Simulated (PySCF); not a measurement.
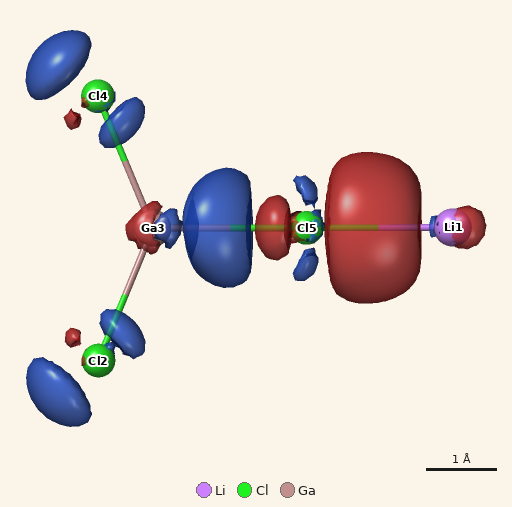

Cl$_{3}$GaLi, charge +1, SMILES `[Li+].Cl[Ga](Cl)Cl`. Density of the complex less the densities of the two fragments at the same geometry, ±0.015 e/Å³ (red: gain, blue: loss). Fragment A: Li(+1) (atom 1); fragment B: GaCl3.

Computed with PySCF, PBE0/def2-SVP, geometry: GFN2-xTB. GFN2-xTB bond lengths at metals and heavier atoms can be off by up to 0.1 Å and shapes distorted, which carries into these values.

Input

```python
import numpy as np
from pyscf import gto, scf, dft
from pyscf.scf import atom_ks, atom_hf
from scipy.linalg import block_diag
from pyscf.dispersion import dftd3

def solve(mol, dm0=None, hcore=None):
    mf = (dft.UKS if mol.spin else dft.RKS)(mol, xc='pbe0')
    mf.grids.level = 3
    mf = mf.density_fit(auxbasis='def2-universal-jkfit')
    mf.conv_tol, mf.max_cycle = 1e-8, 80
    if hcore is not None:
        mf.get_hcore = lambda *args: hcore
    mf.kernel(dm0)
    if not mf.converged:
        mf = mf.newton().run(mf.mo_coeff, mf.mo_occ, max_cycle=30)
    assert mf.converged, 'SCF not converged'
    return mf

mol = gto.M(atom='''
Li    -4.03109    -0.02014     0.00000
Cl     1.05395     1.91589     0.00000
Ga     0.28009     0.00067     0.00000
Cl     1.07759    -1.90421     0.00000
Cl    -1.93092    -0.00934     0.00000
''', basis='def2-svp', charge=1, spin=0, verbose=4)
mol_a = gto.M(atom='''
Li    -4.03109    -0.02014     0.00000
ghost-Cl     1.05395     1.91589     0.00000
ghost-Ga     0.28009     0.00067     0.00000
ghost-Cl     1.07759    -1.90421     0.00000
ghost-Cl    -1.93092    -0.00934     0.00000
''', basis='def2-svp', charge=1, spin=0, verbose=4)
mol_b = gto.M(atom='''
ghost-Li    -4.03109    -0.02014     0.00000
Cl     1.05395     1.91589     0.00000
Ga     0.28009     0.00067     0.00000
Cl     1.07759    -1.90421     0.00000
Cl    -1.93092    -0.00934     0.00000
''', basis='def2-svp', charge=0, spin=0, verbose=4)
ab, a, b = solve(mol), solve(mol_a), solve(mol_b)
e_int = ab.e_tot - a.e_tot - b.e_tot
print('counterpoise-corrected interaction energy / kcal/mol', e_int * 627.5095)
def disp(atoms, charge):
    m = gto.M(atom=atoms, charge=charge, basis='sto-3g', spin=None, unit='Bohr', verbose=0)
    return dftd3.DFTD3Dispersion(m, xc='pbe0', version='d3bj').get_dispersion()['energy']
e_disp = disp(mol._atom, mol.charge) - disp(mol._atom[:1], mol_a.charge) - disp(mol._atom[1:], mol_b.charge)
print('D3(BJ) part / kcal/mol', e_disp * 627.5095)
# spherically averaged free atoms, for the promolecule
atm = atom_ks.get_atm_nrks(mol, xc='pbe0')
pro = block_diag(*[(atm[a[0]][2] * atm[a[0]][3]) @ atm[a[0]][2].T for a in mol._atom])
np.savez('result.npz', e_int=e_int, e_disp=e_disp, dm_a=a.make_rdm1(), dm_b=b.make_rdm1(), c=ab.mo_coeff, occ=ab.mo_occ, eps=ab.mo_energy, pro=pro, d=[f.dip_moment(verbose=0) for f in (ab, a, b)])
```

Run with:

```sh
OMP_NUM_THREADS=1 python input.py
```

The run took 20 s on 1 thread of Arm Neoverse V1, on a shared host, peak memory 0.47 GiB.

Partitions, critical points and surface values were worked out afterwards from this run's density.

Q: How is the density rearranged on binding?

A: Hirshfeld charges show 0.059 e passing from B to A. By Hirshfeld charges, electrons gather most on Cl5 (−0.132 e) and leave Cl2 and Cl4 alike most (+0.066 e); 0.31 e is displaced in all.

Q: What is the interaction energy, and which contacts carry it?

A: The counterpoise-corrected interaction energy of the frozen fragments is −20.9 kcal/mol without dispersion correction and −21.7 kcal/mol with D3(BJ). D3 uses neutral-atom coefficients and tends to overbind metal cations. The pair geometry is semi-empirical, not a minimum at this level. Contacts: Li1···Cl5, 2.10 Å, ρ = 0.031 a.u. The pose is a local one from a semi-empirical search, not shown to be the most stable.
